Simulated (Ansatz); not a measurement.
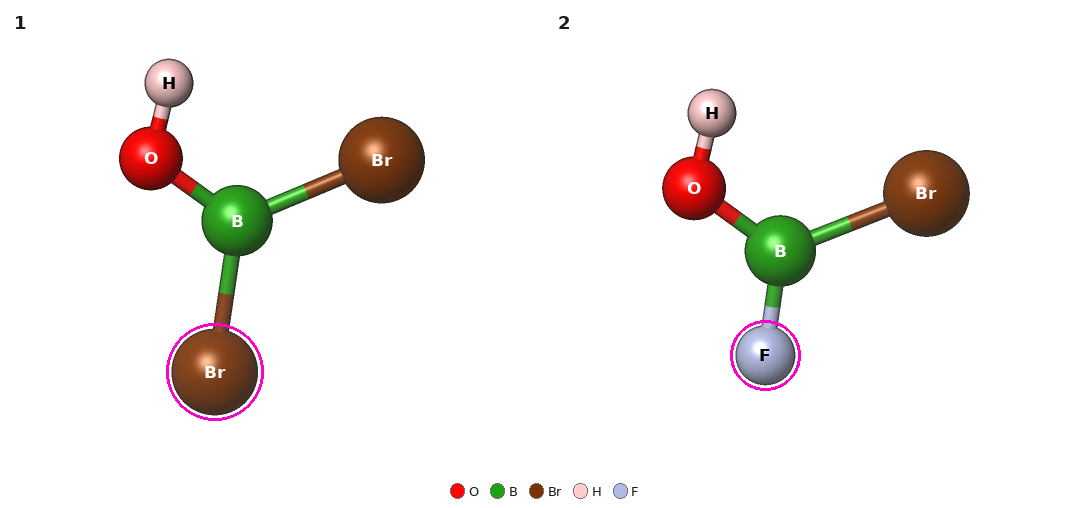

2 molecules with one skeleton, seen from the same side and at one scale; the atom that differs is circled. Each species is neutral and a spin singlet. Computed geometries: PBE0-D4/def2-TZVP optimisations, one conformation each. Properties computed with Ansatz 0.2.0.

One atom differs, called X below: Br in panel 1, F in panel 2. Their formulas are BBr2HO (`OB(Br)Br`), BBrFHO (`OB(F)Br`).

**In which is the HOMO–LUMO gap larger (ωB97M-V/def2-SVP)?**

In panel 2 (X = F).

**In which is the length of X–B larger (PBE0-D4/def2-TZVP)?**

In panel 1 (X = Br).

Give the values. With PBE0-D4/def2-TZVP: length of X–B (Å), angle X–B–Br (°). With ωB97M-V/def2-SVP: HOMO energy (Kohn–Sham orbital) (eV), HOMO–LUMO gap (eV). With r2SCAN-D4/def2-TZVPP: dipole moment (D).

| quantity | 1 (Br) | 2 (F) | 2 − 1 |
| --- | --- | --- | --- |
| length of X–B (Å) | 1.906 | 1.314 | −0.592 |
| angle X–B–Br (°) | 120.1 | 118.5 | −1.6 |
| HOMO energy (Kohn–Sham orbital) (eV) | −10.36 | −10.90 | −0.54 |
| HOMO–LUMO gap (eV) | 12.03 | 13.61 | +1.58 |
| dipole moment (D) | 1.76 | 1.84 | +0.08 |
